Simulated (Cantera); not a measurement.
Charge: 1 mol Pb, a varied amount of CO, 4.2 mol H2, held at 1248.15 K and 22.0 mbar.

These are equilibrium values from Cantera (NASA tables, ideal gas, pure condensed phases), not measurements of a reactor. Candidate condensed phases: C, C6H6, C7H8, C8H18, H2O, Pb, PbO, PbO2, Pb3O4; 113 gas species. Equilibrium is a limit: real reactors are often held back by kinetics, nucleation or transport.

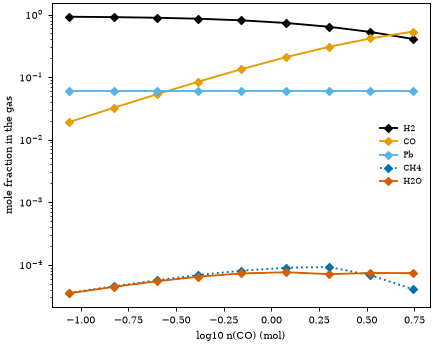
Figure. Equilibrium gas composition (values under 1e-9 drawn at 1e-9)

From 0.087 mol CO to 2 mol CO the condensed part is Pb(l). From 3.3 mol CO to 5.5 mol CO the condensed part is C(graphite) + Pb(l). The main Pb-bearing gas is Pb throughout. The share of Pb in condensed phases is highest at 0.087 mol CO (73.0 %) and lowest at 5.5 mol CO (38.9 %).
